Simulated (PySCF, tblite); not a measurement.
# KH₂O+, an ion with solvent molecules: NMR shifts, interaction energy, infrared bands, spin-spin couplings and core binding energies, part 1 of 2

What NMR shifts, interaction energy, infrared bands, spin-spin couplings and core binding energies should one expect for `[K+]` with `O`?

Programs: tblite 0.8.0 and PySCF 2.14.0. All values are calculated, for the isolated system unless a continuum is named. Atoms count from 0, parts from 1.

## 1. Starting point

4 atoms, charge 1, multiplicity 1; geometry: rigid parts in contact. Parts: 1 = atom 0, `[K+]`, charge 1; 2 = atoms 1–3, `O`, charge 0.

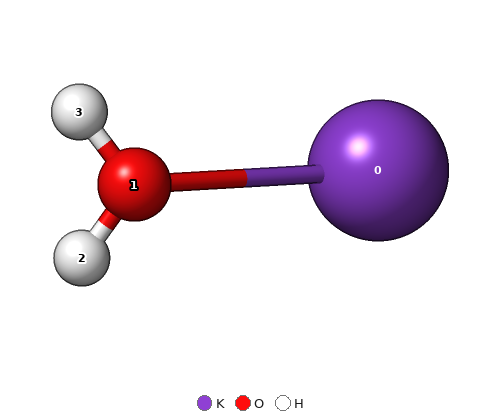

The starting geometry (potassium purple, oxygen red, hydrogen white), atoms numbered.

## 2. Bringing the parts together with GFN2-xTB

Job settings and geometry (Å):

```
{"job": {"kind": "dock", "xc": "GFN2-xTB", "basis": "xTB"}, "charge": 1, "multiplicity": 1, "parts": [{"atoms": "0-0", "charge": 1, "multiplicity": 1}, {"atoms": "1-3", "charge": 0, "multiplicity": 1}]}
K      0.000000     0.000000     0.000000
O      2.144107    -0.966697     1.965516
H      2.511391    -1.840286     1.816991
H      1.974729    -0.885964     2.906211
```

Method: GFN2-xTB search for minima from random contacts, gas phase.

Run with:

```bash
$ OMP_NUM_THREADS=1 python cluster_run.py task.json out
```

The driver reads the jobs from task.json and runs them one after another.

What it wrote:

```text
step      E/eV     max force
  0    -133.67577    0.569
  1    -133.68053    0.384
  2    -133.68825    0.442
  3    -133.70031    0.785
  4    -133.70972    0.744
  5    -133.72777    0.328
  6    -133.73827    0.344
  7    -133.75460    0.300
  8    -133.76435    0.278
  9    -133.75922    0.619
 10    -133.76725    0.172
 11    -133.76824    0.171
 12    -133.77548    0.282
 13    -133.78104    0.455
 14    -133.79229    0.696
 15    -133.80293    0.630
 16    -133.81450    0.128
 17    -133.81582    0.041
 18    -133.81589    0.004

distinct minima (kcal/mol above the one taken): 0.00
binding energy -24.265 kcal/mol
```

Run time: 0.38 s. Hardware: 1 thread of Arm Neoverse V1, shared host.

Step by step: (the energy doesn't fall at every step)

```csv
step,energy from step 0 (eV),largest force (eV/Å)
0,0.0000,0.5692
1,-0.0048,0.3838
2,-0.0125,0.4417
3,-0.0245,0.7847
4,-0.0340,0.7439
5,-0.0520,0.3277
6,-0.0625,0.3433
7,-0.0788,0.3001
8,-0.0886,0.2784
9,-0.0834,0.6185
10,-0.0915,0.1719
11,-0.0925,0.1706
12,-0.0997,0.2818
13,-0.1053,0.4550
14,-0.1165,0.6964
15,-0.1272,0.6299
16,-0.1387,0.1282
17,-0.1401,0.0407
18,-0.1401,0.0037
```

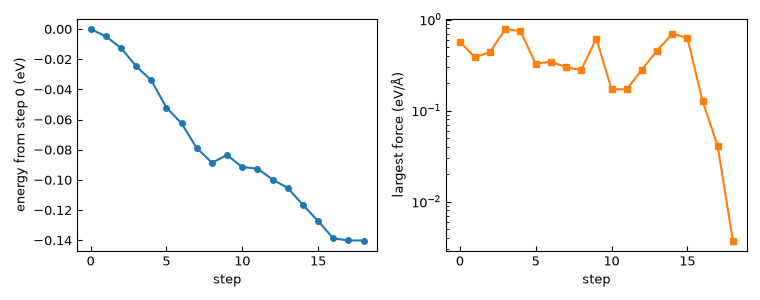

Energy and largest force along the relaxation.

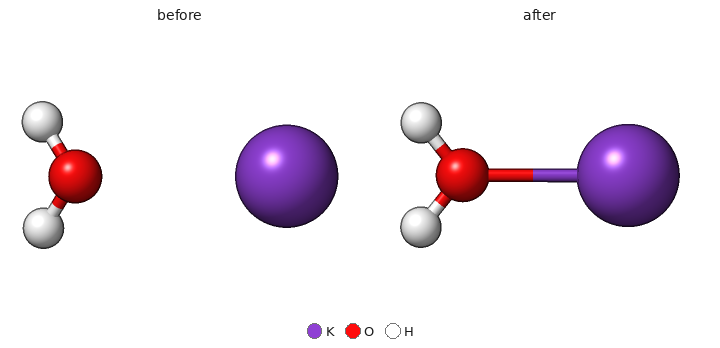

Before and after, at one scale.

Distances of close pairs at the start and the end, largest changes first:

```csv
bond,before (Å),after (Å),change (Å)
K0–O1,3.065,2.395,-0.670
O1–H2,0.959,0.968,+0.009
O1–H3,0.959,0.968,+0.008
```

The start already departs from the parts as drawn, at K0–O1.

Contacts between the parts in the structure taken on (a selection, picked against the atoms' radii; other short pairs can be missing):

```csv
atoms,distance (Å),kind (by distance and angle),angle (°)
K0···O1,2.40,bonding distance,–
```

## 3. Geometry optimisation at PBE0-D3(BJ)/def2-SVPD

Job settings and geometry (Å):

```
{"job": {"xc": "PBE0", "basis": "def2-SVPD", "d3": "d3bj", "grid": 2, "kind": "geom", "shake": 0.01}, "charge": 1, "multiplicity": 1, "parts": [{"atoms": "0-0", "charge": 1, "multiplicity": 1}, {"atoms": "1-3", "charge": 0, "multiplicity": 1}]}
K      0.324152    -0.156686     0.283986
O      1.844618    -1.040595     1.866728
H      2.487012    -1.737754     1.734084
H      2.002207    -0.788057     2.793768
```

What it wrote:

```text
step   0  E = -675.82340394  max force = 0.023725
step   1  E = -675.82721788  max force = 0.001912
step   2  E = -675.82722528  max force = 0.000394
optimisation converged
```

It took 3.2 s on 1 thread of Arm Neoverse V1, shared host; peak memory 0.31 GiB.

The steps of the relaxation:

```csv
step,energy from step 0 (eV),largest force component (eV/Å)
0,0.0000,1.2200
1,-0.1038,0.0983
2,-0.1040,0.0203
```

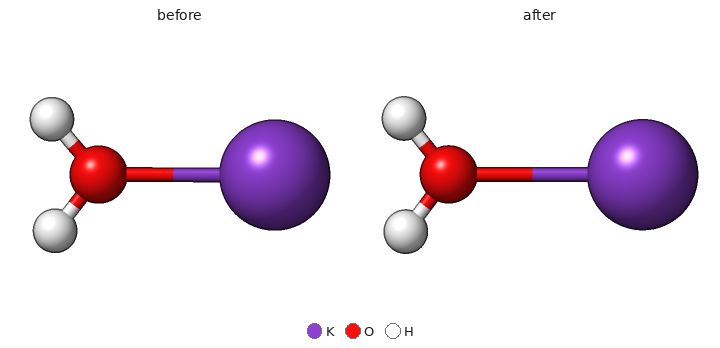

The geometry before (left) and after (right).

Close pairs (by a distance rule), those that changed most:

```csv
bond,before (Å),after (Å),change (Å)
K0–O1,2.366,2.605,+0.239
O1–H3,0.974,0.964,-0.010
O1–H2,0.957,0.964,+0.007
```

The next job starts from the end point, and lists it.

```csv
at the end point,value
point group (found at 0.08 Å tolerance),C2v
"rotational constants (GHz, main isotopes)","431.3, 5.710, 5.636"
```

Contacts at the end point (a selection, picked against the atoms' radii; other short pairs can be missing):

```csv
atoms,distance (Å),kind (by distance and angle),angle (°)
K0···O1,2.60,bonding distance,–
```

Against the parts relaxed at this level the binding energy is -18.53 kcal/mol, without counterpoise.

## 4. NMR shieldings: PBE0/pcSseg-2

Job settings and geometry (Å):

```
{"job": {"kind": "nmr", "xc": "PBE0", "basis": "pcSseg-2"}, "charge": 1, "multiplicity": 1, "parts": [{"atoms": "0-0", "charge": 1, "multiplicity": 1}, {"atoms": "1-3", "charge": 0, "multiplicity": 1}]}
K      0.213015    -0.090542     0.171730
O      1.891035    -1.062407     1.911428
H      2.528988    -1.770276     1.766210
H      2.024990    -0.799872     2.829211
```

Level: GIAO PBE0/pcSseg-2 NMR shielding, non-relativistic, gas phase.

What it wrote:

```text
coarse grid: 4744 points
cycle   1  E = -675.9331831132  dE =  1.201e-01  |g| = 6.418e-01  |ddm| = 1.233e+00
cycle   2  E = -675.8498979433  dE =  8.329e-02  |g| = 9.328e-01  |ddm| = 5.993e-01
cycle   3  E = -676.0027955116  dE = -1.529e-01  |g| = 3.871e-02  |ddm| = 3.750e-01
cycle   4  E = -676.0030361063  dE = -2.406e-04  |g| = 5.985e-03  |ddm| = 1.501e-02
cycle   5  E = -676.0030407954  dE = -4.689e-06  |g| = 1.189e-03  |ddm| = 2.927e-03
final grid: 34632 points
cycle   6  E = -676.0001076652  dE = -7.095e-05  |g| = 3.207e-03  |ddm| = 1.080e-02
cycle   7  E = -676.0001075800  dE =  8.519e-08  |g| = 2.713e-03  |ddm| = 2.066e-03
cycle   8  E = -676.0001085857  dE = -1.006e-06  |g| = 8.509e-04  |ddm| = 1.239e-03
cycle   9  E = -676.0001086999  dE = -1.143e-07  |g| = 1.015e-04  |ddm| = 3.212e-04
cycle  10  E = -676.0001087013  dE = -1.370e-09  |g| = 1.801e-05  |ddm| = 4.926e-05
cycle  11  E = -676.0001087013  dE = -4.752e-11  |g| = 3.189e-06  |ddm| = 7.554e-06
converged SCF energy = -676.0001087013

GIAO shielding tensors (ppm)
atom      isotropic    diamagn.    paramagn.     s11        s22        s33       span
  0 K     1297.285    1326.305     -29.021   1281.151   1283.843   1326.859     45.708
  1 O      320.672     387.473     -66.801    296.426    325.243    340.347     43.921
  2 H       29.110      27.696       1.414     21.082     23.173     43.077     21.995
  3 H       29.074      27.668       1.406     21.040     23.071     43.110     22.069

== part 1 alone, relaxed ==
coarse grid: 2416 points
cycle   1  E = -599.5874985030  dE =  1.111e-01  |g| = 8.245e-02  |ddm| = 8.151e-01
cycle   2  E = -599.5879522343  dE = -4.537e-04  |g| = 3.868e-02  |ddm| = 4.853e-02
cycle   3  E = -599.5880813264  dE = -1.291e-04  |g| = 2.157e-03  |ddm| = 1.968e-02
cycle   4  E = -599.5880818803  dE = -5.539e-07  |g| = 1.430e-04  |ddm| = 1.071e-03
final grid: 12680 points
cycle   5  E = -599.5898175789  dE = -2.073e-06  |g| = 2.172e-03  |ddm| = 3.266e-03
cycle   6  E = -599.5898178041  dE = -2.252e-07  |g| = 1.066e-03  |ddm| = 1.326e-03
cycle   7  E = -599.5898178993  dE = -9.523e-08  |g| = 3.310e-05  |ddm| = 5.078e-04
cycle   8  E = -599.5898178995  dE = -1.594e-10  |g| = 1.401e-06  |ddm| = 2.136e-05
converged SCF energy = -599.5898178995

GIAO shielding tensors (ppm)
atom      isotropic    diamagn.    paramagn.     s11        s22        s33       span
  0 K     1325.468    1325.468       0.000   1325.468   1325.468   1325.468      0.000

== part 2 alone, relaxed ==
coarse grid: 2328 points
cycle   1  E = -76.3078614701  dE = -7.376e-03  |g| = 6.603e-01  |ddm| = 9.313e-01
cycle   2  E = -76.2134617834  dE =  9.440e-02  |g| = 9.832e-01  |ddm| = 6.970e-01
cycle   3  E = -76.3855110227  dE = -1.720e-01  |g| = 2.979e-02  |ddm| = 4.268e-01
cycle   4  E = -76.3856618706  dE = -1.508e-04  |g| = 5.152e-03  |ddm| = 1.154e-02
cycle   5  E = -76.3856651918  dE = -3.321e-06  |g| = 6.270e-04  |ddm| = 2.276e-03
final grid: 21952 points
cycle   6  E = -76.3813656894  dE = -2.470e-05  |g| = 2.612e-03  |ddm| = 7.328e-03
cycle   7  E = -76.3813648277  dE =  8.617e-07  |g| = 3.329e-03  |ddm| = 2.163e-03
cycle   8  E = -76.3813666366  dE = -1.809e-06  |g| = 2.602e-04  |ddm| = 1.335e-03
cycle   9  E = -76.3813666474  dE = -1.087e-08  |g| = 1.869e-05  |ddm| = 8.995e-05
cycle  10  E = -76.3813666475  dE = -5.093e-11  |g| = 2.796e-06  |ddm| = 8.566e-06
converged SCF energy = -76.3813666475

GIAO shielding tensors (ppm)
atom      isotropic    diamagn.    paramagn.     s11        s22        s33       span
  0 O      328.852     383.024     -54.172    303.725    322.037    360.794     57.069
  1 H       30.852      30.781       0.071     23.540     24.978     44.037     20.497
  2 H       30.852      30.781       0.071     23.540     24.978     44.037     20.497
```

It took 6 s on 1 thread of Arm Neoverse V1, shared host; peak memory 0.48 GiB.

No reference compound was run at this level, so shieldings alone are listed. Atoms listed in one row are averaged.

```csv
atoms,environment,σ (ppm)
"H2, H3",hydrogen on an oxygen bonded to K,29.09
K0,K bonded to O,1297
O1,"oxygen bonded to K, 2 H",320.7
```

Charges from the same density, by scheme (e):

```csv
atoms,Mulliken,Hirshfeld,ESP fit
K0,0.97,0.88,0.98
O1,-0.52,-0.29,-0.93
```

Mulliken charges:

```csv
atom,value (e)
K0,0.97
O1,-0.52
H2,0.27
H3,0.27
```

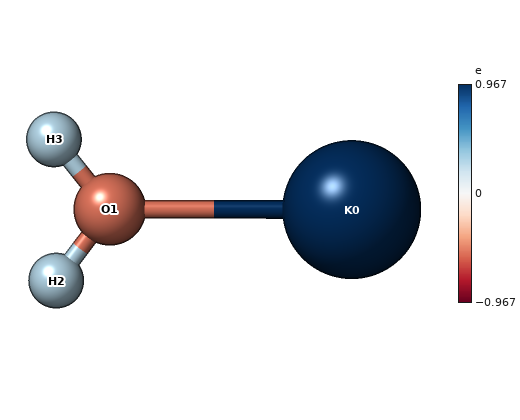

Mulliken charges, as colours on the atoms.

Mayer bond orders: K0–O1 0.05.

Against the parts alone, each relaxed by itself:

```csv
atom,σ alone (ppm),σ in the cluster,shift on binding (ppm)
K0,1325.47,1297.28,+28.18
O1,328.85,320.67,+8.18
H3,30.85,29.07,+1.78
H2,30.85,29.11,+1.74
```

## 5. Counterpoise and decomposition: wB97M-D3(BJ)/def2-TZVPD

Job settings and geometry (Å):

```
{"job": {"kind": "inter", "xc": "wB97M-D3(BJ)", "basis": "def2-TZVPD", "pairs": false}, "charge": 1, "multiplicity": 1, "parts": [{"atoms": "0-0", "charge": 1, "multiplicity": 1}, {"atoms": "1-3", "charge": 0, "multiplicity": 1}]}
K      0.213015    -0.090542     0.171730
O      1.891035    -1.062407     1.911428
H      2.528988    -1.770276     1.766210
H      2.024990    -0.799872     2.829211
```

With the program's defaults for keys left out, this is: wB97M-D3(BJ)/def2-TZVPD interaction energy, counterpoise and uncorrected, gas phase.

What it wrote:

```text
part 1, own basis, geometry of the cluster
coarse grid: 7240 points
cycle   1  E = -599.8023113551  dE =  9.896e-02  |g| = 3.699e-02  |ddm| = 8.326e-01
cycle   2  E = -599.8026225372  dE = -3.112e-04  |g| = 1.312e-02  |ddm| = 6.031e-02
cycle   3  E = -599.8026542033  dE = -3.167e-05  |g| = 6.651e-04  |ddm| = 1.529e-02
cycle   4  E = -599.8026543525  dE = -1.492e-07  |g| = 3.243e-05  |ddm| = 1.064e-03
final grid: 12680 points
cycle   5  E = -599.8026535781  dE = -7.688e-09  |g| = 6.789e-05  |ddm| = 3.351e-04
cycle   6  E = -599.8026535789  dE = -7.827e-10  |g| = 2.191e-05  |ddm| = 1.055e-04
converged SCF energy = -599.8026535789

part 2, own basis, geometry of the cluster
coarse grid: 10128 points
cycle   1  E = -76.4115809065  dE = -7.889e-02  |g| = 5.871e-01  |ddm| = 8.978e-01
cycle   2  E = -76.4081861337  dE =  3.395e-03  |g| = 6.482e-01  |ddm| = 5.048e-01
cycle   3  E = -76.4759320783  dE = -6.775e-02  |g| = 2.747e-02  |ddm| = 2.384e-01
cycle   4  E = -76.4760581907  dE = -1.261e-04  |g| = 5.522e-03  |ddm| = 1.602e-02
cycle   5  E = -76.4760669003  dE = -8.710e-06  |g| = 8.199e-04  |ddm| = 5.810e-03
final grid: 21952 points
cycle   6  E = -76.4760504324  dE = -1.963e-07  |g| = 5.821e-04  |ddm| = 1.320e-03
cycle   7  E = -76.4760504387  dE = -6.290e-09  |g| = 6.450e-04  |ddm| = 6.363e-04
cycle   8  E = -76.4760505021  dE = -6.344e-08  |g| = 3.161e-05  |ddm| = 2.233e-04
cycle   9  E = -76.4760505029  dE = -8.014e-10  |g| = 4.147e-06  |ddm| = 1.074e-04
converged SCF energy = -76.4760505029

part 1, own basis, relaxed alone: E = -599.8026535789 (as before)

part 2, own basis, relaxed alone
coarse grid: 10128 points
cycle   1  E = -76.4117499360  dE = -7.453e-02  |g| = 5.872e-01  |ddm| = 8.994e-01
cycle   2  E = -76.4087428504  dE =  3.007e-03  |g| = 6.461e-01  |ddm| = 5.038e-01
cycle   3  E = -76.4759334555  dE = -6.719e-02  |g| = 2.731e-02  |ddm| = 2.374e-01
cycle   4  E = -76.4760586583  dE = -1.252e-04  |g| = 5.497e-03  |ddm| = 1.609e-02
cycle   5  E = -76.4760673350  dE = -8.677e-06  |g| = 8.214e-04  |ddm| = 5.831e-03
final grid: 21952 points
cycle   6  E = -76.4760630058  dE = -1.975e-07  |g| = 5.843e-04  |ddm| = 1.373e-03
cycle   7  E = -76.4760630126  dE = -6.841e-09  |g| = 6.466e-04  |ddm| = 6.469e-04
cycle   8  E = -76.4760630762  dE = -6.363e-08  |g| = 3.199e-05  |ddm| = 2.236e-04
cycle   9  E = -76.4760630771  dE = -8.222e-10  |g| = 4.134e-06  |ddm| = 1.105e-04
converged SCF energy = -76.4760630771

cluster
final grid: 34632 points
cycle   1  E = -676.3049256928  dE = -7.169e-03  |g| = 5.067e-02  |ddm| = 3.622e-01
cycle   2  E = -676.3052555464  dE = -3.299e-04  |g| = 4.339e-02  |ddm| = 6.959e-02
cycle   3  E = -676.3055484083  dE = -2.929e-04  |g| = 6.906e-03  |ddm| = 1.839e-02
cycle   4  E = -676.3055609152  dE = -1.251e-05  |g| = 1.149e-03  |ddm| = 6.420e-03
cycle   5  E = -676.3055617640  dE = -8.488e-07  |g| = 1.596e-04  |ddm| = 2.174e-03
cycle   6  E = -676.3055617847  dE = -2.071e-08  |g| = 4.090e-05  |ddm| = 4.704e-04
cycle   7  E = -676.3055617855  dE = -8.054e-10  |g| = 7.770e-06  |ddm| = 6.052e-05
converged SCF energy = -676.3055617855

part 1 in the basis of the cluster
final grid: 34632 points
cycle   1  E = -599.8028093916  dE = -1.558e-04  |g| = 1.252e-03  |ddm| = 1.155e-01
cycle   2  E = -599.8028095973  dE = -2.058e-07  |g| = 1.048e-04  |ddm| = 1.051e-02
cycle   3  E = -599.8028096001  dE = -2.778e-09  |g| = 3.078e-05  |ddm| = 1.124e-03
cycle   4  E = -599.8028096003  dE = -1.882e-10  |g| = 3.567e-06  |ddm| = 8.060e-05
converged SCF energy = -599.8028096003

part 2 in the basis of the cluster
final grid: 34632 points
cycle   1  E = -76.4761126228  dE = -5.381e-05  |g| = 1.555e-03  |ddm| = 1.298e-01
cycle   2  E = -76.4761139717  dE = -1.349e-06  |g| = 3.216e-04  |ddm| = 1.396e-02
cycle   3  E = -76.4761140223  dE = -5.059e-08  |g| = 2.414e-04  |ddm| = 2.177e-03
cycle   4  E = -76.4761140319  dE = -9.584e-09  |g| = 2.407e-05  |ddm| = 1.633e-04
cycle   5  E = -76.4761140322  dE = -2.830e-10  |g| = 4.240e-06  |ddm| = 8.360e-05
converged SCF energy = -76.4761140322

Interaction energy (kcal/mol)
  counterpoise      -17.221
  uncorrected       -17.354
  dispersion part    -0.505
  deformation         0.008
  binding           -17.213

Decomposition of the uncorrected value (kcal/mol)
  electrostatic     -19.260
  Pauli               7.310
  orbital            -4.898
  dispersion         -0.505

Charge of each part in the cluster: 0.983 0.017
```

Run time: 5.9 s. Hardware: 1 thread of Arm Neoverse V1, shared host; peak memory 0.38 GiB.

Contacts at this geometry (a selection, picked against the atoms' radii; other short pairs can be missing):

```csv
atoms,distance (Å),kind (by distance and angle),angle (°)
K0···O1,2.60,bonding distance,–
```

The decomposition goes in steps from the parts' own densities: electrostatics between them unchanged, then the rise on making their orbitals orthogonal (called Pauli here; it holds the exchange-correlation between the parts too, so it can be small or negative at long range), then orbital relaxation, then the dispersion term. Charges of the parts share the cluster's density out in proportion to the parts' own densities.

The SCF energies in the log hold no dispersion term; the tabulated energies do.

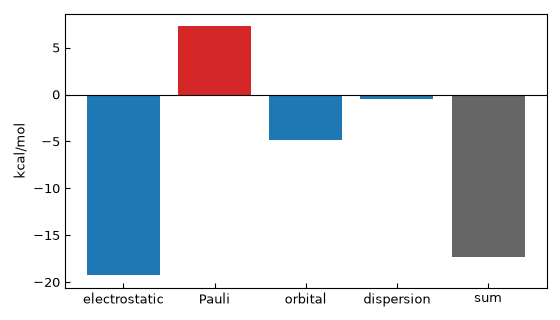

The terms of the uncorrected interaction energy.

The parts:

```csv
part,SMILES,deformation (kcal/mol),HOMO alone (eV),charge in the cluster (e)
1,[K+],0.00,-29.45,0.983
2,O,0.01,-11.72,0.017
```

(Continued in part 2 of 2.)
